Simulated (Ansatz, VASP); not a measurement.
# Cross-check of Be3C between VASP and Ansatz

Wanted: the spread between two codes on one cell, functional and k mesh. The cell is generated by rule, not measured, and may not be a known phase. The cell is taken from a series of runs on this material, whose earlier steps may have relaxed or scaled it; both programs get it as it stands.

Program: Ansatz 0.2.0. Level of theory: plane waves, with VASP 6.6.1 beside it; single point at PBE. Results are calculated unless marked as measured.

## 1. The structure

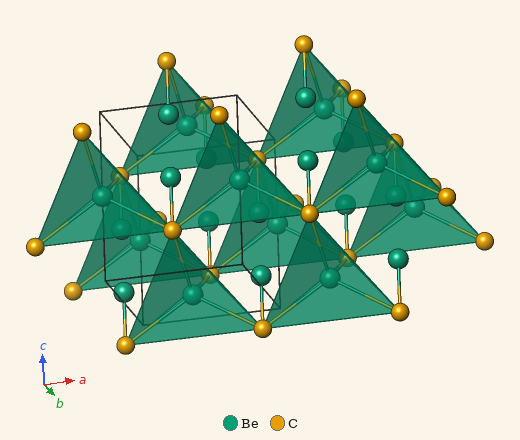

Start, viewed from a free direction; beryllium teal, carbon orange. 2×1×1 cells are drawn. This picture shows the conventional cell, with its axes. Some periodic images of atoms are drawn too.

Structure file:

```xyz
4
Lattice="-2.0501 2.0501 2.5822 2.0501 -2.0501 2.5822 2.0501 2.0501 -2.5822" Properties=species:S:1:pos:R:3 pbc="T T T"
Be    0.0000    2.0501    0.3300
Be    0.0000    2.0501    2.2522
Be    0.0000    0.0000    2.5822
C     2.0501    0.0000    1.2911
```

## 2. VASP: single point, PBE

With cell and atoms fixed, the geometry can't cause a difference; cores, projectors, grids and the points listed under the comparison can.

Lines of VASP's logs that name or quote its potential files are left out, and so is its time.

INCAR

```
SYSTEM = Be3C
PREC = Accurate
ENCUT = 860
EDIFF = 1E-06
NELM = 100
ISMEAR = -1
SIGMA = 0.05
LREAL = .FALSE.
ALGO = Normal
GGA = PE
NBANDS = 14
LORBIT = 11
LWAVE = .FALSE.
LCHARG = .FALSE.
KPAR = 2
ISIF = 2
```

POSCAR

```
Be3C
1.0
   -2.0500960598      2.0500960598      2.5821694857
    2.0500960598     -2.0500960598      2.5821694857
    2.0500960598      2.0500960598     -2.5821694857
Be C
3 1
Direct
    0.5638903757      0.0638903757      0.5000000000
    0.9361096243      0.4361096243      0.5000000000
    0.5000000000      0.5000000000      0.0000000000
    0.2500000000      0.7500000000      0.5000000000
```

KPOINTS

```
Automatic mesh
0
Gamma
8 8 8
0 0 0
```

The projector-augmented-wave data sets are Be_sv_GW and C_GW (PBE family, release 64).

Started as:

```sh
$ mpirun -np 2 vasp_std
```

Numbers of over 12 decimals in the logs are rounded to 6 here.

Log:

```text
[banner, memory and clock lines left out]
running    2 mpi-ranks, on    1 nodes
 distrk:  each k-point on    1 cores,    2 groups
 distr:  one band on    1 cores,    1 groups

 POSCAR found type information on POSCAR BeC
 POSCAR found :  2 types and       4 ions
 LDA part: xc-table for (Slater+PW92), standard interpolation
 POSCAR, INCAR and KPOINTS ok, starting setup
 FFT: planning ... GRIDC
 FFT: planning ... GRID_SOFT
 FFT: planning ... GRID
 WAVECAR not read
 entering main loop
       N       E                     dE             d eps       ncg     rms          rms(c)
DAV:   1     0.988762253992E+02    0.98876E+02   -0.13779E+04  2096   0.378E+03
DAV:   2    -0.271071408046E+02   -0.12598E+03   -0.11932E+03  2552   0.541E+02
DAV:   3    -0.380984348873E+02   -0.10991E+02   -0.10838E+02  2668   0.122E+02
DAV:   4    -0.383016689026E+02   -0.20323E+00   -0.20305E+00  1892   0.175E+01
DAV:   5    -0.383126942201E+02   -0.11025E-01   -0.11025E-01  2656   0.588E+00    0.478E+01
DAV:   6    -0.375132023602E+02    0.79949E+00   -0.10948E+00  2346   0.140E+01    0.315E+01
DAV:   7    -0.373100240200E+02    0.20318E+00   -0.53095E-01  2714   0.147E+01    0.584E+00
DAV:   8    -0.372688476167E+02    0.41176E-01   -0.76480E-02  2024   0.286E+00    0.815E-01
DAV:   9    -0.372682199462E+02    0.62767E-03   -0.28687E-02  2260   0.231E+00    0.955E-01
DAV:  10    -0.372676631211E+02    0.55683E-03   -0.12797E-03  2274   0.427E-01    0.268E-01
DAV:  11    -0.372676970758E+02   -0.33955E-04   -0.44959E-04  2410   0.239E-01    0.708E-02
DAV:  12    -0.372677110511E+02   -0.13975E-04   -0.23262E-05  2078   0.504E-02    0.257E-02
DAV:  13    -0.372677123311E+02   -0.12800E-05   -0.29266E-06  2096   0.217E-02    0.619E-03
DAV:  14    -0.372677122591E+02    0.71989E-07   -0.55642E-07  1486   0.108E-02
   1 F= -.37267712E+02 E0= -.37262949E+02  d E =-.952679E-02
```

From OUTCAR (step 2):

```text
ion  position               nearest neighbor table
   1  0.564  0.064  0.500-   4 1.62   2 1.92
   2  0.936  0.436  0.500-   4 1.62   1 1.92
   3  0.500  0.500  0.000-
   4  0.250  0.750  0.500-   1 1.62   2 1.62

  LATTYP: Found a body centered tetragonal cell.
 ALAT       =     4.1001921196
 C/A-ratio  =     1.2595358512

 Subroutine GETGRP returns: Found  8 space group operations
 (whereof  8 operations were pure point group operations)

The static configuration has the point symmetry D_2d.

 Found     59 irreducible k-points:

   k-points           NKPTS =     59   k-points in BZ     NKDIM =     59   number of bands    NBANDS=     14

   dimension x,y,z NGX =    40 NGY =   40 NGZ =   40
   dimension x,y,z NGXF=    80 NGYF=   80 NGZF=   80

   ENCUT  =  860.0 eV  63.21 Ry    7.95 a.u.   9.28  9.28  9.28*2*pi/ulx,y,z

   NELECT =      16.0000    total number of electrons

 k-points in reciprocal lattice and weights: Automatic mesh
   0.00000000  0.00000000  0.00000000       0.002
   0.12500000  0.00000000  0.00000000       0.016
   0.25000000  0.00000000  0.00000000       0.016
   0.37500000  0.00000000 -0.00000000       0.016
   0.50000000  0.00000000  0.00000000       0.008
   0.12500000  0.12500000  0.00000000       0.016
   0.25000000  0.12500000  0.00000000       0.031
   0.37500000  0.12500000 -0.00000000       0.031
   0.50000000  0.12500000  0.00000000       0.031
[...]
-0.37500000 -0.37500000  0.37500000       0.004
   0.50000000  0.50000000  0.50000000       0.002

 average (electrostatic) potential at core
       1 -56.6658       2 -56.6658       3 -58.5359       4 -51.6917

 E-fermi :   3.3339

 k-point     1 :       0.0000    0.0000    0.0000
  band No.  band energies     occupation
    ...
      4      -8.5759      2.00000
      5       0.1088      2.00000
      6       0.1454      2.00000
      7       2.1900      2.00000
      8       2.1900      2.00000
      9       4.1538      0.00000
     10       4.1538      0.00000
     11       7.4235      0.00000
     12       8.0720      0.00000
     13       8.0720      0.00000
    ...

 k-point     2 :       0.1250    0.0000    0.0000
  band No.  band energies     occupation
    ...
      4      -8.4583      2.00000
      5      -0.6240      2.00000
      6       0.3260      2.00000
      7       1.8663      2.00000
      8       2.2405      2.00000
      9       4.3159      0.00000
     10       4.3480      0.00000
     11       6.9255      0.00000
     12       8.1113      0.00000
     13       8.4559      0.00000
    ...

 k-point     3 :       0.2500    0.0000    0.0000
  band No.  band energies     occupation
    ...
      4      -8.1362      2.00000
      5      -1.7621      2.00000
      6       0.3004      2.00000
      7       1.3382      2.00000
      8       2.3197      2.00000
      9       4.3580      0.00000
     10       4.3621      0.00000
     11       6.8160      0.00000
     12       8.7598      0.00000
     13       8.8226      0.00000
    ...

  Total       -0.0820106     -0.0820106      0.0845273      0.0000000     -0.0000000      0.0000000
  in kB       -3.0268259     -3.0268259      3.1197129      0.0000000     -0.0000000      0.0000000
  external PRESSURE =      -0.9779796 kB  Pullay stress =       0.0000000 kB

  energy-cutoff  :      860.00
  volume of cell :       43.41
      direct lattice vectors                 reciprocal lattice vectors
    -2.050096060  2.050096060  2.582169486     0.000000000  0.243891011  0.193635624
     2.050096060 -2.050096060  2.582169486     0.243891011  0.000000000  0.193635624
     2.050096060  2.050096060 -2.582169486     0.243891011  0.243891011  0.000000000

 POSITION                                       TOTAL-FORCE (eV/Angst)
 -----------------------------------------------------------------------------------
      0.00000      2.05010      0.32995        -0.000000      0.000000     -0.025515
     -0.00000      2.05010      2.25222        -0.000000      0.000000      0.025515
      0.00000      0.00000      2.58217         0.000000     -0.000000      0.000000
      2.05010     -0.00000      1.29108         0.000000     -0.000000     -0.000000
 -----------------------------------------------------------------------------------
    total drift:                               -0.000000      0.000000      0.000000

  FREE ENERGIE OF THE ION-ELECTRON SYSTEM (eV)
  ---------------------------------------------------
  free  energy   TOTEN  =       -37.2677122591 eV

  energy  without entropy=      -37.2581854723  energy(sigma->0) =      -37.26294887

 total charge
# of ion       s       p       d       tot
------------------------------------------
    1        2.175   0.243   0.002   2.420
    2        2.175   0.243   0.002   2.420
    3        2.130   0.174   0.001   2.305
    4        0.923   1.331   0.000   2.255
--------------------------------------------------
tot          7.403   1.991   0.006   9.400

[... 3 further parts left out ...]
```

The run ends at a pressure of -0.10 GPa, with forces up to 0.026 eV/Å.

## 3. Ansatz: single point, PBE

Ansatz runs on its default PAW (the set named soft_2) files.

The same cell, functional, mesh and smearing now go to Ansatz, which takes its cutoff from its data sets.

input.yaml

```yaml
crystal:
  lattice:
    - [-2.0500960598, 2.0500960598, 2.5821694857]
    - [2.0500960598, -2.0500960598, 2.5821694857]
    - [2.0500960598, 2.0500960598, -2.5821694857]
  atoms:
    - { symbol: Be, position: [0.5638903757, 0.0638903757, 0.5] }
    - { symbol: Be, position: [0.9361096243, 0.4361096243, 0.5] }
    - { symbol: Be, position: [0.5, 0.5, 0.0] }
    - { symbol: C, position: [0.25, 0.75, 0.5] }
hamiltonian:
  xc: pbe
  pseudopotentials: { kind: paw }
kpoints:
  mp_grid: { grid: [8, 8, 8] }
scf:
  occupations: { method: fermi_dirac, width: 0.05 }
  n_extra_bands: 5
output:
  forces: true
  stress: true
  eigenvalues: true
  write_density: true
  write_potential: true
  elf: true
  volumetric_format: npy
```

Started as:

```sh
$ ansatz run input.yaml --threads 2 --pin off --max-ram 4608MiB --backend cpu --events-out ev --progress --plain --runs-dir out
```

Log:

```text
scf.n_extra_bands = 5 over 5 filled bands (N_el = 10.0): the run solves 10 bands
Engine: ansatz 0.2.0, x86_64-unknown-linux-gnu
Pseudopotentials: kind: paw
Pseudopotential: Be, paw, valence charge 2, recommended cutoff 420 eV (normal), Be.paw.azcp
Pseudopotential: C, paw, valence charge 4, recommended cutoff 420 eV (normal), C.paw.azcp
Functional definition: PBE
  parameter kappa = 0.804
  parameter beta = 0.066725
  exchange = pbe_x(kappa = kappa, mu = beta*pi^2/3)
  correlation = pbe_c(beta = beta)
Crystal: 4 atoms, lattice volume = 43.410 Å³
Basis set: ecut = 420 eV, 861 PW (Γ), exchange–correlation on 54×54×54 points (8 copies of the dense FFT grid, shifted against one another)
Bands: 10, of which v1, the nominal top of the filled ones, is band 5 counted from 1 (4 counted from 0)
Symmetry: 8 space group operations
Space group: I-4m2 (ITA 119), of the structure as read, at distance tolerance 3.5e-5 Å
k-points: 59 of 512 (time reversal used)
Non-local potential: Be, projectors of the file, l = 0: 2, l = 1: 2, l = 2: 1
Non-local potential: C, projectors of the file, l = 0: 2, l = 1: 2, l = 2: 1
PAW form: soft (Blöchl's): semilocal exchange-correlation on the pseudo side does not see the compensation charge
PAW one-centre angular grid: Be, 110 points (default); XC on 64 Gauss nodes
PAW one-centre angular grid: C, 110 points (default); XC on 64 Gauss nodes
Initial density: superposition of atomic densities (neutral atoms: chi_scale 0, normalization atom), corrected by the library's trained network
Initial wavefunctions: pseudopotential atomic-orbital guess
Functional: x = pbe(κ = 0.804, μ = 0.219515), c = pbe(β = 0.066725)
SCF iter   1: F=—  HF=-524.331560 eV  |F-HF|=—  |Δ(HF+E_count)|=         —  Δρ=9.73e-3  dr2=8.12e-2  ethr=1.77e-3  ⟨swp⟩=5.8  Hψ=4261  notcnv=0
preconditioner: auto → none  [metal: Δε(μ)=0.044 eV  Ē_g=8.832 eV  σ=0.050 eV  W_gap=0.21  n_scr=8 (ndim 8)  ℏωp=17.8 eV  f_vac=0.000  D(μ)=1.22/eV (n_scr^D=12)  sad-step TF]
SCF iter   2: F=—  HF=-524.321128 eV  |F-HF|=—  |Δ(HF+E_count)|=   1.04e-2  Δρ=6.34e-3  dr2=3.45e-2  ethr=8.12e-4  ⟨swp⟩=1.0  Hψ=1062  notcnv=0
SCF iter   3: F=—  HF=-524.313413 eV  |F-HF|=—  |Δ(HF+E_count)|=   7.72e-3  Δρ=4.98e-4  dr2=1.18e-4  ethr=3.45e-4  ⟨swp⟩=2.6  Hψ=981  notcnv=0
SCF iter   4: F=—  HF=-524.313390 eV  |F-HF|=—  |Δ(HF+E_count)|=   2.28e-5  Δρ=1.47e-4  dr2=1.06e-5  ethr=1.18e-6  ⟨swp⟩=2.3  Hψ=857  notcnv=0  defer=1
SCF iter   5: F=—  HF=-524.313376 eV  |F-HF|=—  |Δ(HF+E_count)|=   1.36e-5  Δρ=2.32e-5  dr2=1.43e-7  ethr=1.06e-7  ⟨swp⟩=2.1  Hψ=843  notcnv=0  defer=1
SCF iter   6: F=-524.313376 eV  HF=-524.313376 eV  |F-HF|=3.15e-10  |Δ(HF+E_count)|=   9.65e-8  Δρ=3.20e-6  dr2=4.17e-9  ethr=1.00e-9  ⟨swp⟩=9.1  Hψ=3471  notcnv=0
SCF 1 converged in 6 iterations: F = -524.313376 eV  dr2 = 4.17e-9
  greatest PAW one-centre occupation: 0.701 electrons in one spin orbital (limit 2), on the C atom at site 3 (counted from 0), in its partial waves of l = 0
SCF converged after 6 iterations
Free energy (F): -524.313376 eV
Harris-Foulkes:  -524.313376 eV  (|F-HF|=3.15e-10)
Internal energy: -524.303794 eV  (E = F + TS)
E sigma→0 (E₀):  -524.308585 eV
Entropy (-TS):   -0.009583 eV (-2.396 meV/atom)
Fermi energy:    4.756583 eV
--- Per-component energies (eV) ---
  E_band       = -2.005279
  E_kinetic    = 139.302797
  E_local      = -141.883794  (includes V_loc(G=0)·N_el)
  E_nonlocal   = 43.632612
  E_hartree    = 41.290943
  E_xc         = -102.652204
  E_vxc        = -115.604210  (∫ρ·V_xc dr)
  E_paw        = -277.299846  (= ΣΔE_a)
  E_vpaw       = -10.034366  (= ΣTr[D̂ρ^β])
  E_aug_tail   = 0.000003  (compensation charges beyond the density's cutoff)
  E_ewald      = -226.694306
  E_smearing   = -0.009583  (= −TS)
  E_closure    = 0.000000  (closes the sum)
  Σ components = -524.313376   (vs F -524.313376, Δ=0.00e0)
--- Forces (eV/Å), atoms counted from 1 ---
  atom   1  Be    -0.00000000    -0.00000000    -0.07935579
  atom   2  Be     0.00000000     0.00000000     0.07935579
  atom   3  Be     0.00000000     0.00000000     0.00000000
  atom   4  C     -0.00000000    -0.00000000     0.00000000
  max |Σ_I F_I| component: 4.51e-17 eV/Å
--- Stress (GPa, compression-positive) ---
        0.157020       0.000000       0.000000
        0.000000       0.157020       0.000000
        0.000000       0.000000       0.129905
  P = ⅓ Tr σ = 0.1480 GPa (1.480 kbar)
--- Band table (eV; the first three rows and the last of 59) ---
  k-point 0: bands = ["-7.1551", "1.5107", "1.5644", "3.6079", "3.6079", "5.5740", "5.5740", "8.8587", "9.5206", "9.5206"]
  k-point 1: bands = ["-7.0090", "0.9680", "1.1864", "3.6495", "3.6790", "5.7034", "5.8203", "8.4449", "8.5150", "10.8124"]
  k-point 2: bands = ["-6.6091", "-0.0282", "0.6410", "3.0285", "3.3660", "5.6864", "6.6554", "8.3585", "8.7144", "11.5147"]
  k-point 58: bands = ["-5.5585", "-1.3856", "0.4075", "0.4075", "2.2928", "6.3905", "9.3513", "9.3513", "10.0853", "12.3521"]
```

The column dr2 measures how far the density is from self-consistency, as an energy; F and HF (Harris–Foulkes) agree once it is small.

The run ends at a pressure of 0.15 GPa, with forces up to 0.079 eV/Å.

## 4. Comparison

Known differences besides the PAW data sets themselves: the data sets hold 10 valence electrons in Ansatz (default PAW (the set named soft_2) files) and 16 in VASP; the cutoff is 420 eV in Ansatz and 860 eV in VASP; VASP leaves aspherical gradient terms in its spheres out (LASPH is not set), Ansatz keeps them. Total energies have different zeros and are not compared.

The two programs side by side:

| quantity | Ansatz | VASP | difference |
| --- | --- | --- | --- |
| pressure (GPa) | 0.15 | -0.10 | +0.25 |

At this near-relaxed geometry the largest component of a force difference is 54 meV/Å. Ansatz's pressure holds a Pulay correction of 0.13 GPa; VASP's holds none.

## 5. Further runs

The difference is large enough to ask for its cause, so further runs change the set-up of one program at a time, as the table lists.

| run | r.m.s. force difference (meV/Å) |
| --- | --- |
| as above | 22 |
| VASP with the data sets Be and C_h and a cutoff of 1190 eV | 14 |

## 6. Results

* r.m.s. force difference (single point, PBE): 22 meV/Å

In words: The r.m.s. force difference is 22 meV/Å (single point, PBE), beyond the 12 meV/Å picked in this series as the mark of a large difference. For single point, PBE: VASP with the data sets Be and C_h and a cutoff of 1190 eV cuts the r.m.s. force difference from 22 to 14 meV/Å; whether that points to the cause isn't shown. Differences of this kind measure data sets and numerical settings, not the functional's error against experiment.

[Lines on the potential files, build, host, timing and source positions are cut from VASP's logs without a mark.]

[Logs are printed without paths, hosts, clocks, repeated set-up lines and the standing remarks that a program may print on its own settings, such as how far it seeks lower states.]

[Hosts, paths, dates, database ids (printed as entryN), source tags and the programs' standing remarks are cut or masked in the printed files.]
